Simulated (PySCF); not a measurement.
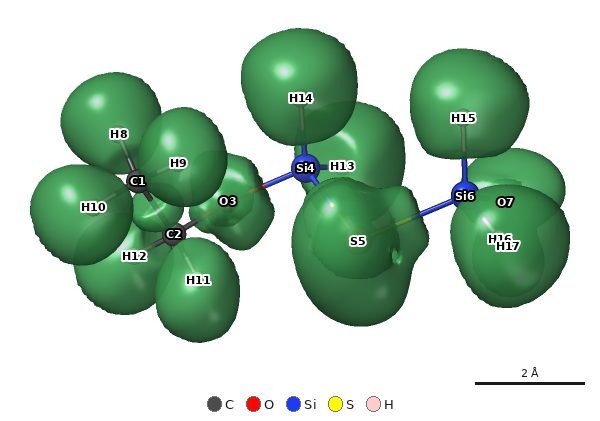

C2H10O2SSi2 (SMILES CCO[SiH2]S[SiH2]O). Isosurface of the ELF at 0.75 (green), seen from one side. Core shells and regions of very low density are left out.

Geometry: GFN2-xTB.

Method: PBE0/pcSseg-1, SCF density, gas phase, non-relativistic in PySCF 2.14.0.

```xyz
17

C    -2.9380    0.3700    0.2469
C    -2.1186   -0.5533   -0.6404
O    -1.0761    0.1221   -1.2891
Si    0.2521    0.8078   -0.6962
S     1.1304   -0.4938    0.7659
Si    3.0355    0.4486    1.0938
O     3.9395    0.3998   -0.2479
H    -3.2915    1.2220   -0.3289
H    -2.3254    0.7316    1.0691
H    -3.7922   -0.1669    0.6497
H    -1.6978   -1.3701   -0.0429
H    -2.7455   -0.9778   -1.4315
H     1.0638    0.9041   -1.8933
H     0.0070    2.0752   -0.0131
H     2.8851    1.8738    1.3050
H     3.5879   -0.3287    2.1890
H     4.0768   -0.4028   -0.7458
```

Where are the electrons localised?

Answer. The surface consists of one region between bonded C–C atoms (shared pairs), nine regions around hydrogen nuclei, one region on O in which the atom's valence shell and bonds are merged, one region on S in which the atom's valence shell and bonds are merged and one joined region spread over several atoms (H, O), in which their bonds and any lone pairs are merged. Profiles from the grid: C–O (1.40 Å): the ELF peaks at about 0.90 between the atoms, as expected for a shared but strongly polarised pair. C–C (1.52 Å): the ELF peaks at about 0.95 between the atoms; a covalent bond.
